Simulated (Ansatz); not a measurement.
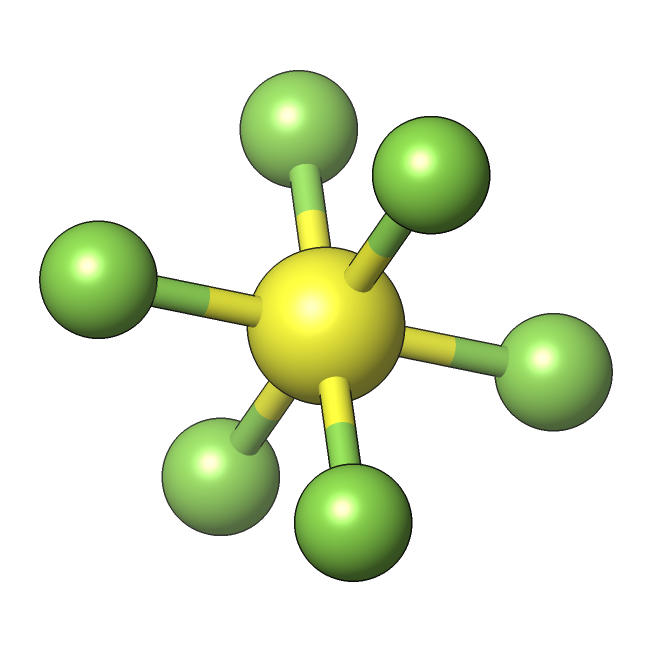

Colours: fluorine green, sulfur yellow.

The computed structure is the end point of a PBE0-D4/def2-TZVP optimisation.

Identify the structure.

It has 7 atoms: 1 sulfur and 6 fluorine (SF₆). Its SMILES string is `FS(F)(F)(F)(F)F`. It has no ring. This geometry has Oh symmetry. Coordination: 1 S octahedral.

More results for the same structure follow; atom numbers are the same in all pictures, views and colours differ.

**Levels of theory compared**

Program: Ansatz 0.2.0.

Tabulate HOMO–LUMO gap (eV), HOMO energy (eV) at these levels: BHLYP-D4/def2-TZVPP; CAM-B3LYP-D4/def2-TZVPP; PBE-D4/def2-TZVPP; PBE0-D4/def2-SVP; r2SCAN-D4/def2-TZVPP; ωB97M-V/def2-QZVPP; ωB97X-V/def2-TZVPP.

```json
{"level": "BHLYP-D4/def2-TZVPP", "HOMO–LUMO gap (eV)": "14.97", "HOMO energy (eV)": "−14.69"}
{"level": "CAM-B3LYP-D4/def2-TZVPP", "HOMO–LUMO gap (eV)": "14.04", "HOMO energy (eV)": "−13.98"}
{"level": "PBE-D4/def2-TZVPP", "HOMO–LUMO gap (eV)": "7.69", "HOMO energy (eV)": "−10.06"}
{"level": "PBE0-D4/def2-SVP", "HOMO–LUMO gap (eV)": "11.26", "HOMO energy (eV)": "−12.32"}
{"level": "r2SCAN-D4/def2-TZVPP", "HOMO–LUMO gap (eV)": "8.64", "HOMO energy (eV)": "−10.67"}
{"level": "ωB97M-V/def2-QZVPP", "HOMO–LUMO gap (eV)": "16.18", "HOMO energy (eV)": "−14.95"}
{"level": "ωB97X-V/def2-TZVPP", "HOMO–LUMO gap (eV)": "16.42", "HOMO energy (eV)": "−14.92"}
```

**Vibrations**

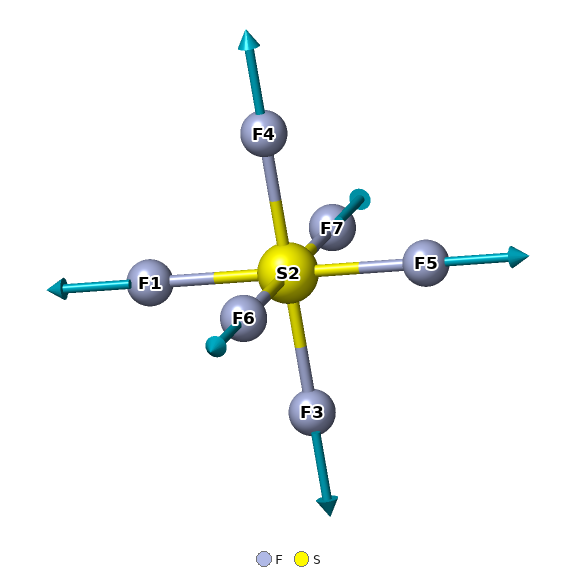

The arrows show one normal mode. Harmonic vibrations computed with RKS PBE0-D4/def2-TZVP (Ansatz 0.2.0) at a stationary point of the same level.

> What kind of motion is it?

Mostly in-phase stretching of 6 F–S bonds.

> Estimate its harmonic wavenumber.

779 cm⁻¹; it is mode 12 of 15 counted from the lowest.

**Charges**

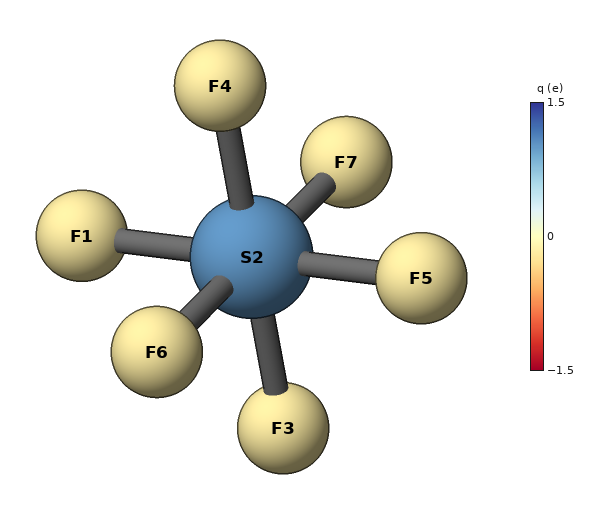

Atoms are coloured by their Mulliken charges. Level of theory: RKS PBE0-D4/def2-TZVP (Ansatz 0.2.0).

List the Mulliken charges.

```
atom  value (e)
  F1      −0.17
  S2       1.02
  F3      −0.17
  F4      −0.17
  F5      −0.17
  F6      −0.17
  F7      −0.17
```

Mulliken values depend strongly on the basis set and can even reverse the polarity of a bond.
